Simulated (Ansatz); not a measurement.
# Ge (Cmmm): comparison of functionals at one structure, by script

The task is a comparison of functionals at one structure, for Ge (Cmmm).

All numbers are computed with Ansatz 0.2.0 through its Python package. The levels of theory stand in the script.

### Step 1. Starting point

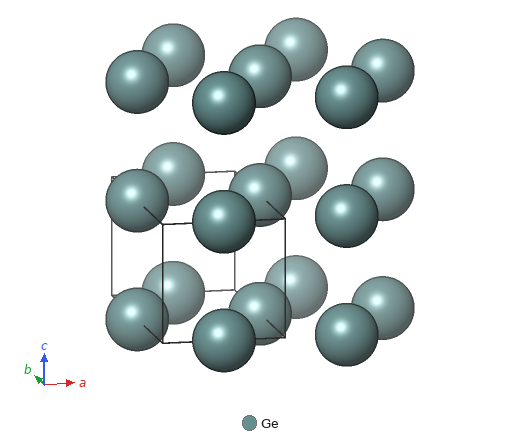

The starting structure, viewed slightly off an axis; germanium teal. 2×1×2 cells are drawn. The cell is the conventional one. Atoms on cell faces are repeated.

The script holds or builds the structure itself.

### Step 2. Script

Input file xc_ge.py:

```python
'''One structure of Ge under several functionals.'''

import csv

import ansatz as az

K_SPACING = 0.24
FILLING = 'methfessel_paxton'

lattice = az.Lattice.of(
    (1.397149, -2.600516, 0.0),
    (1.397149, 2.600516, 0.0),
    (0.0, 0.0, 2.698231),
)
sites = [
    ('Ge', (0.5, 0.5, 0.0)),
]
ge = az.Crystal(lattice=lattice)
for symbol, position in sites:
    ge = ge.atom(symbol, position)

calculation = ge.calculation()
calculation = calculation.kpoints(spacing=K_SPACING)
calculation = calculation.pseudopotentials('paw')
calculation = calculation.occupations(FILLING).stress()

rows = []
for value in ['pbesol', 'lda', 'blyp']:
    report = calculation.functional(value).run(threads=1).report
    rows.append((value, report['free_energy_ev'] / len(report['lattice']['sites']), report['n_iterations'], sum(report['stress_gpa'][i][i] for i in range(3)) / 3, report['n_kpoints']))

with open('xc.csv', 'w', newline='') as handle:
    writer = csv.writer(handle)
    writer.writerow(['functional', 'F/atom (eV)', 'iterations', 'P (GPa)', 'k-points'])
    writer.writerows([round(v, 5) if isinstance(v, float) else v for v in row] for row in rows)
print(open('xc.csv').read())
```

### Step 3. The input behind the calls

The engine receives this input (first run):

```yaml
crystal:
  lattice:
    - [1.397149, -2.600516, 0.0]
    - [1.397149, 2.600516, 0.0]
    - [0.0, 0.0, 2.698231]
  atoms:
    - { symbol: Ge, position: [0.5, 0.5, 0.0] }
kpoints:
  mp_grid:
    kspacing: 0.24
hamiltonian:
  xc: pbesol
  pseudopotentials:
    kind: paw
scf:
  occupations:
    method: methfessel_paxton
output:
  stress: true
```

### Step 4. The run

Command:

```sh
> python xc_ge.py
```

What it wrote:

```text
DeckWarning: basis.ecutwfc = 420 eV, auto-derived from the records' recommended cutoffs: set by Ge (normal level)
functional,F/atom (eV),iterations,P (GPa),k-points
pbesol,-4253.29337,5,-4.10252,216
lda,-4215.48354,6,-5.68323,216
blyp,-4304.79346,6,5.36807,216
```

(Warnings from the package without file and line.)

It took 6.9 s on 1 thread of Arm Neoverse V2, shared host; peak memory 0.38 GiB.

### Step 5. Inputs of later runs

The engine's inputs for the other runs:

Run 2, against run 1:

```diff
@@ -12 +12 @@
-  xc: pbesol
+  xc: lda
```

Run 3, against run 1:

```diff
@@ -12 +12 @@
-  xc: pbesol
+  xc: blyp
```

### Step 6. The engine's runs

One row for each of the 3 runs:

| run | functional | energy (eV/atom) | pressure (GPa) | SCF cycles | CPU time (s) |
| --- | --- | --- | --- | --- | --- |
| 1 | pbesol | -4253.2934 | -4.10 | 5 | 1.9 |
| 2 | lda | -4215.4835 | -5.68 | 6 | 2.1 |
| 3 | blyp | -4304.7935 | 5.37 | 6 | 2.3 |

Energies are free energies F = E - TS of the smeared occupations. Totals hang on method, basis and potentials, so only like runs compare.

### Step 7. What came out

| quantity | value |
| --- | --- |
| runs compared | 3 |
| pressure at this cell | -5.7 (lda) to 5.4 GPa (blyp) |

What this shows: From lowest to highest: LDA (-5.7 GPa), PBEsol (-4.1 GPa) and BLYP (5.4 GPa). At a fixed cell a lower pressure usually means a smaller equilibrium volume, so LDA prefers the smallest cell and BLYP the largest. Reading the output:
- For a metal this k-point mesh is coarse: on a finer one energies can move by several to tens of meV an atom and pressures by half a GPa or more, differences at one mesh by less.
- Pressure is positive in compression.
- This isn't the structure that Ge takes at ambient conditions.
- Total energies of different functionals can't be compared; pressures, moments and gaps at this one structure can. Whether this is the phase that is stable at ambient conditions was not tested.
